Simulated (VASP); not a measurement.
```yaml
crystal:
  lattice:
    - [1.56601, -2.71241, 0.00000]
    - [1.56601, 2.71241, 0.00000]
    - [0.00000, 0.00000, 3.48212]
  atoms:
    - { symbol: Hf, position: [0.00000, 0.00000, 0.00000] }
    - { symbol: B, position: [0.33333, 0.66667, 0.50000] }
    - { symbol: B, position: [0.66667, 0.33333, 0.50000] }
```

Calculation: r2SCAN meta-GGA, VASP's PBE PAW potentials (set 64) (plane waves; VASP 6.6.1). Run with 520 eV cut-off, 13×13×10 Γ-centred mesh, tetrahedra with Blöchl corrections, potentials Hf_pv B.

Unless said otherwise, spin-orbit coupling is left out, though it shifts the bands of the heavy elements here.

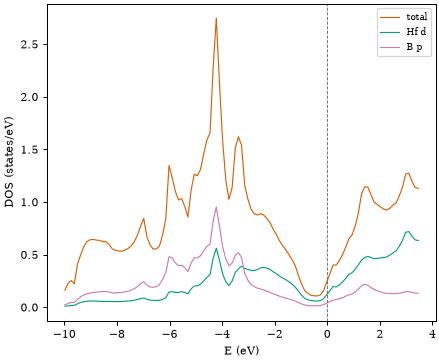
Figure: Total and projected density of states, zero at the Fermi level

Within 2 eV below the Fermi level the largest weight inside VASP's projection spheres is Hf d, then B p.

It has no gap at this level: it comes out as a metal or semimetal.

The compound is HfB2 in the AlB2 type structure. It was relaxed first.
